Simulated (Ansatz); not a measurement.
**UCCSDTQ/3-21G run of [NH3]+ (SMILES [NH3+])**

Aim: the energy change on altering one bond length of [NH3]+ at UCCSDTQ/3-21G, from 2 runs. 

The results are computed with Ansatz 0.2.0.

### 1 The system as given

[NH3]+ has 4 atoms, charge +1, and is taken as a doublet. As SMILES, `[NH3+]`. Geometry: relaxed at GFN2-xTB.

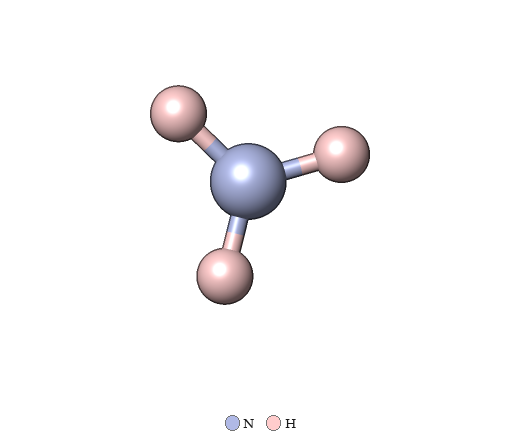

Viewed from a chosen angle; nitrogen light blue, hydrogen pink.

### 2 The energy at UCCSDTQ/3-21G

Contents of in.yaml:

```yaml
crystal:
  periodic: [false, false, false]
  atoms:
    - {symbol: "N", position_ang: [0.000140, -0.000820, -0.000330]}
    - {symbol: H, position_ang: [0.510700, -0.238750, 0.859300]}
    - {symbol: H, position_ang: [-0.995460, -0.239520, -0.089810]}
    - {symbol: H, position_ang: [0.484620, 0.479080, -0.769160]}
basis:
  gaussian: {orbitals: 3-21G.json}
total_charge: 1
magnetization: {spin_polarized: true, initial_magnetization: 1}
correlation: {method: ccsdtq, frozen_orbitals: {H: 0, "N": 1}}
accuracy: high
scf: {omitted_lower_state_checks: [cluster_reference, increment]}
```

The basis set 3-21G is read from a file made from the Basis Set Exchange's data (not shown).

Launch:

```bash
$ ansatz run in.yaml --threads 1 --pin off --max-ram 2610MiB --events-out events.jsonl --progress --plain --runs-dir runs
```

What it wrote, cut to the lines that bear on the results:

```text
Warning: RAYON_NUM_THREADS=1 ignored (pool sized by the plan → 1); use --threads N
Functional definition: HF
  name "HF"
[...]
291 factors; integrals over basis functions are off by at most 4.4e-9 eV
[...]
mean field -1512.30278029 eV, -55.5761021001 hartree, gradient 2.8e-8 eV, S^2 0.760116; 0 other end points of the search recorded, 0 dependent functions left out
1 core orbitals not correlated: weight in the atoms' cores, before any rotation towards them, 1.000 or more for the frozen orbitals, at most 0.000 for the correlated occupied ones
reference -1512.30278029 eV, -55.5761021001 hartree; 4, 3 occupied and 10, 11 virtual orbitals, 291 factors
second order -2.38782752 eV of doubles, -0.00000000 eV of singles
cycle   1  -2.66425272 eV  change   -2.8e-1 eV  update   3.6e-2
[...]
cycle  20  -2.85320893 eV  change  -4.0e-10 eV  update  1.3e-10
Total energy: -1515.15598922 eV, -55.6809555943 hartree
Checks for a lower state left out: cluster_reference, increment
```

Wall time 7.5 s (1 thread of Arm Neoverse V1, shared host); peak memory 0.1 GiB.

### 3 The distorted shape, same level

Contents of run.yaml:

```yaml
crystal:
  periodic: [false, false, false]
  atoms:
    - symbol: "N"
      position_ang: [-0.127513, 0.058669, -0.215260]
    - symbol: H
      position_ang: [0.510700, -0.238750, 0.859300]
    - symbol: H
      position_ang: [-1.123113, -0.180031, -0.304740]
    - symbol: H
      position_ang: [0.356967, 0.538569, -0.984090]
basis:
  gaussian: {orbitals: 3-21G.json}
correlation: {method: ccsdtq, frozen_orbitals: {H: 0, "N": 1}}
magnetization: {spin_polarized: true, initial_magnetization: 1}
accuracy: high
scf: {omitted_lower_state_checks: [cluster_reference, increment]}
total_charge: 1
```

The basis set 3-21G is read from a file made from the Basis Set Exchange's data (not shown).

Launch:

```bash
$ ansatz run run.yaml --threads 1 --pin off --max-ram 2610MiB --events-out events.jsonl --progress --plain --runs-dir runs
```

What it wrote, cut to the lines that bear on the results:

```text
Warning: RAYON_NUM_THREADS=1 ignored (pool sized by the plan → 1); use --threads N
Functional definition: HF
  name "HF"
[...]
290 factors; integrals over basis functions are off by at most 2.6e-9 eV
[...]
mean field -1511.38926212 eV, -55.5425309266 hartree, gradient 2.9e-8 eV, S^2 0.770189; 0 other end points of the search recorded, 0 dependent functions left out
1 core orbitals not correlated: weight in the atoms' cores, before any rotation towards them, 1.000 or more for the frozen orbitals, at most 0.000 for the correlated occupied ones
reference -1511.38926212 eV, -55.5425309266 hartree; 4, 3 occupied and 10, 11 virtual orbitals, 290 factors
second order -2.50064236 eV of doubles, -0.00000000 eV of singles
cycle   1  -2.78208555 eV  change   -2.8e-1 eV  update   4.3e-2
[...]
cycle  23  -3.03000407 eV  change   2.7e-10 eV  update  2.1e-10
Total energy: -1514.41926620 eV, -55.6538815224 hartree
Checks for a lower state left out: cluster_reference, increment
```

Run time: 8.1 s. Hardware: 1 thread of Arm Neoverse V1, shared host; peak memory 0.1 GiB.

### 4 What came out

Level: UCCSDTQ/3-21G, 1 core orbital frozen.

| quantity | value |
| --- | --- |
| first shape: total energy | -55.68096 Eh |
| first shape: correlation energy (1 core orbital frozen) | -104.9 mEh |
| first shape: ⟨S²⟩ of the reference determinant | 0.760 |
| first shape: T1 diagnostic | 0.007 |
| distorted shape: total energy | -55.65388 Eh |
| distorted shape: correlation energy (1 core orbital frozen) | -111.4 mEh |
| distorted shape: ⟨S²⟩ of the reference determinant | 0.770 |
| distorted shape: T1 diagnostic | 0.012 |
| energy change with the N1–H2 bond stretched from 1.028 to 1.285 Å | 0.737 eV |

**Reading.** With the N1–H2 bond stretched from 1.028 to 1.285 Å the energy rises by 0.74 eV (71.1 kJ/mol). The first shape isn't relaxed at this level, so the change isn't measured from a minimum.
